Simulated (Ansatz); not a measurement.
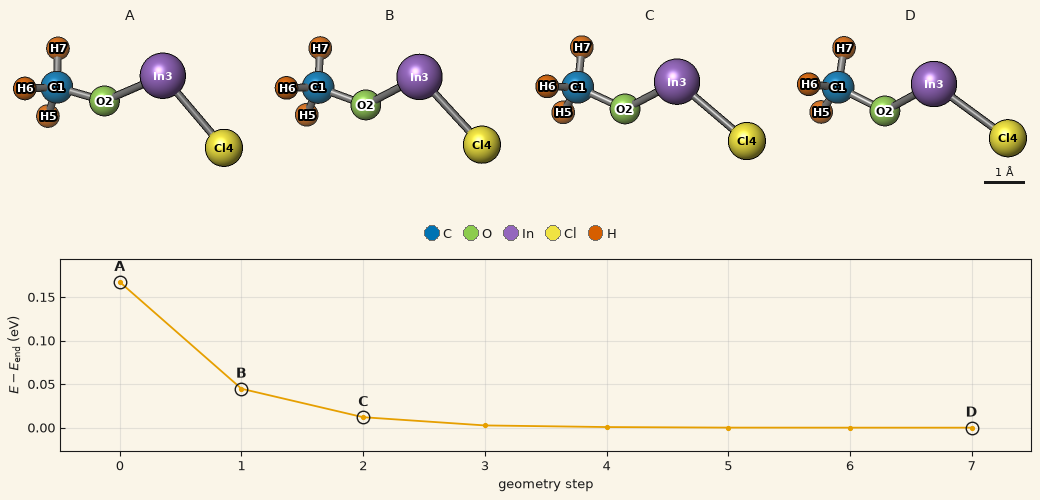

Frames of a relaxation of CH3ClInO (multiplicity 2), marked on the history of the run. The picture is a ball-and-stick view, seen at a tilt.

The start comes from GFN2-xTB.

The calculation used UKS PBE0-D4/def2-TZVP in Ansatz. Set-up: force threshold 0.005 eV/Å; at most 150 steps.

What happens along the run?

The energy falls by 0.167 eV in 7 geometry steps. Largest force component: 1.3 eV/Å at the start, 0.0021 eV/Å at the end. The atom that moves furthest after the best rigid fit is In3 (0.32 Å). Largest moves by element: In 0.32 Å, O 0.29 Å, Cl 0.27 Å, H 0.20 Å, C 0.03 Å. Some distances before and after: O2–In3 2.111 → 2.013 Å, In3–Cl4 2.413 → 2.359 Å, C1–O2 1.377 → 1.400 Å, C1–H5 1.101 → 1.096 Å. Among the angles between lasting bonds that change: C1–O2–In3 143.0° → 126.3°, O2–In3–Cl4 106.2° → 113.7°. From step 0 to 1: O2 moves most (0.11 Å), energy −0.123 eV. From step 1 to 2: Cl4 moves most (0.20 Å), energy −0.033 eV. From step 2 to 7: In3 moves most (0.13 Å), energy −0.012 eV.
